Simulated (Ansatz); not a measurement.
Input

```
crystal:
  periodic: [false, false, false]
  atoms:
    - {symbol: Al, position_ang: [-0.792962, 0.436110, -1.219499]}
    - {symbol: C, position_ang: [0.656454, -0.365131, 1.010603]}
    - {symbol: H, position_ang: [0.087820, -0.472433, -2.177472]}
    - {symbol: H, position_ang: [-2.140643, -0.132510, -0.603621]}
    - {symbol: H, position_ang: [0.548459, 0.663845, 0.640864]}
    - {symbol: H, position_ang: [-0.460178, 1.983741, -1.082665]}
    - {symbol: H, position_ang: [0.254382, -0.395910, 2.021518]}
    - {symbol: H, position_ang: [1.717432, -0.607808, 1.002557]}
    - {symbol: H, position_ang: [0.129136, -1.109803, 0.407715]}
basis:
  gaussian: {orbitals: def2-TZVPP}
hamiltonian: {xc: pbe0, dispersion: d4}
output: {orbitals: {seedname: orbitals}}
```

Run with:

```sh
ansatz run in.yaml --threads 2 --pin off --events-out ev --progress --plain --max-ram 4352MiB
```

The product side of a reaction path; geometry: PBE0-D4/def2-TZVP.

These are results of RKS PBE0-D4/def2-TZVPP (Ansatz 0.2.0), not measurements.

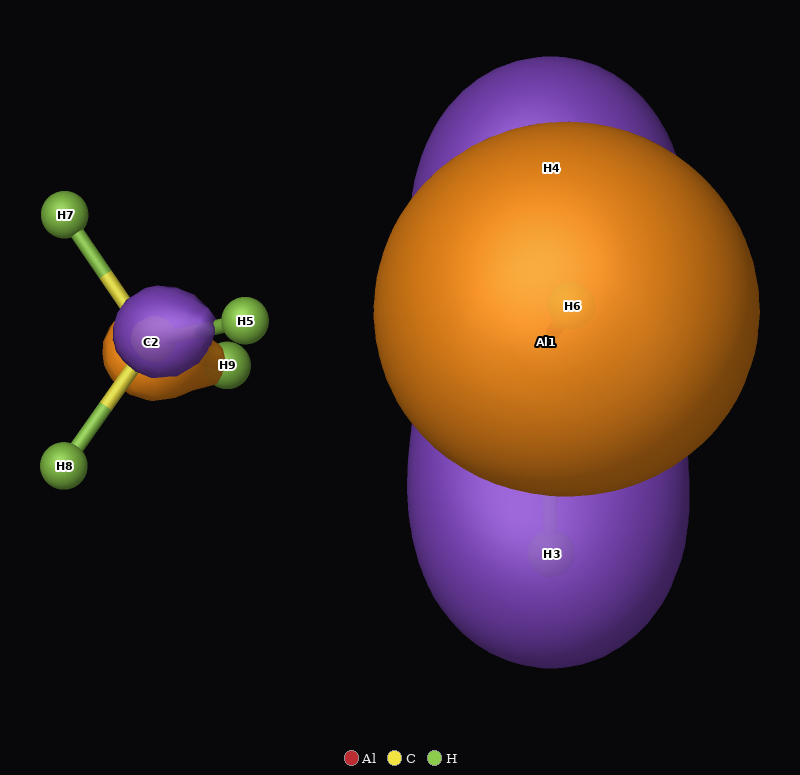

AlH3···CH4. The HOMO at ±0.1 Å⁻³ᐟ² (orange and purple are the two phases), seen from one side.

**What is the character of this orbital?**

By Hirshfeld shares it lies mainly on H6 (about 40 %), Al1 (about 35 %), H4 (about 10 %) and H3 (about 10 %). Its energy is −8.27 eV.
